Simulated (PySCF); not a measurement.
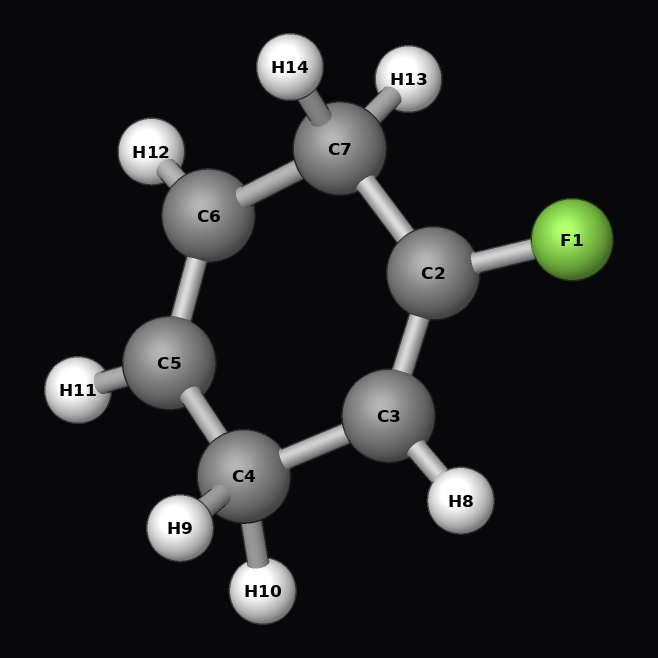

Geometry: a frame of a GFN2-xTB molecular-dynamics simulation, not a minimum. Method: GIAO PBE0/pcSseg-1 NMR shielding, non-relativistic, gas phase (PySCF 2.14.0). Principal shieldings σ11 ≤ σ22 ≤ σ33, span Ω = σ33 − σ11, skew κ = 3(σiso − σ22)/Ω.

Give the shielding tensors of the C atoms.

```csv
atom,σ11,σ22,σ33,σiso,Ω,κ
C2,−71.6,72.1,74.7,25.1,146.3,−0.96
C3,−12.9,87.8,161.9,78.9,174.7,−0.15
C4,126.7,163.4,174.7,154.9,48.0,−0.53
C5,−76.6,57.6,164.2,48.4,240.8,−0.11
C6,−82.1,65.8,145.8,43.1,227.9,−0.30
C7,143.5,158.1,161.5,154.4,18.0,−0.62
```

Shieldings and span in ppm.
